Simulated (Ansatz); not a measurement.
```yaml
atoms:
  - { symbol: B, position_ang: [0.2002, 1.9646, 1.2921] }
  - { symbol: O, position_ang: [-0.8993, 1.1817, 1.1431] }
  - { symbol: Si, position_ang: [-1.2473, -0.4301, 0.7524] }
  - { symbol: S, position_ang: [0.4877, -1.6752, 0.4698] }
  - { symbol: Si, position_ang: [0.9720, -1.1651, -1.5888] }
  - { symbol: H, position_ang: [0.0128, 3.1316, 1.5922] }
  - { symbol: H, position_ang: [1.3207, 1.5056, 1.1229] }
  - { symbol: H, position_ang: [-2.0758, -0.3772, -0.4960] }
  - { symbol: H, position_ang: [-1.9993, -1.0011, 1.9117] }
  - { symbol: H, position_ang: [-0.0729, -1.6939, -2.5323] }
  - { symbol: H, position_ang: [2.2926, -1.8198, -1.8658] }
  - { symbol: H, position_ang: [1.0857, 0.3236, -1.7671] }
```

All numbers below come from RKS PBE/def2-SVP in Ansatz 0.2.0.

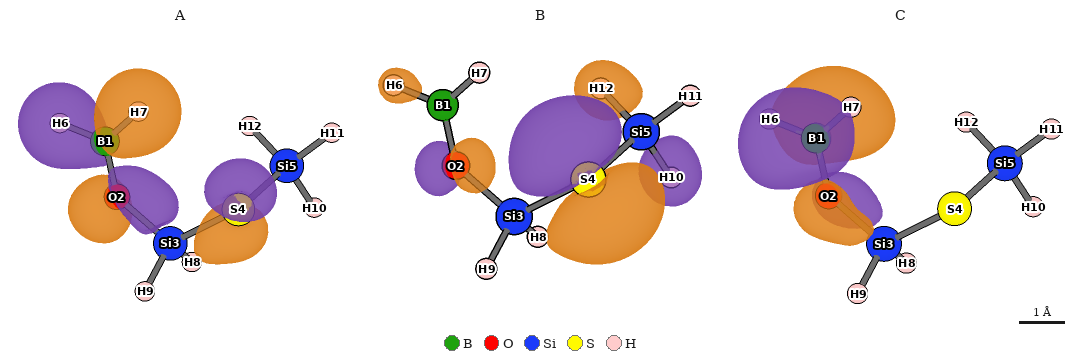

BH₇OSSi₂. Three frontier orbitals at ±0.1 Å⁻³ᐟ² (orange and purple are the two phases), in no order.

Order the three orbitals by energy and name them.

A is the HOMO−1 (−6.86 eV). By Hirshfeld shares it lies mainly on O2 (about 25 %), B1 (about 20 %), H7 (about 20 %), H6 (about 15 %) and S4 (about 10 %). B is the HOMO (−6.56 eV). By Hirshfeld shares it lies mainly on S4 (about 65 %) and O2 (about 5 %); largely a lone pair of S4. C is the LUMO (−1.56 eV). It lies mainly on B1 (about 60 %), O2 (about 15 %), H6 (about 5 %) and H7 (about 5 %).

What is the HOMO–LUMO gap?

5.00 eV between the orbital energies.
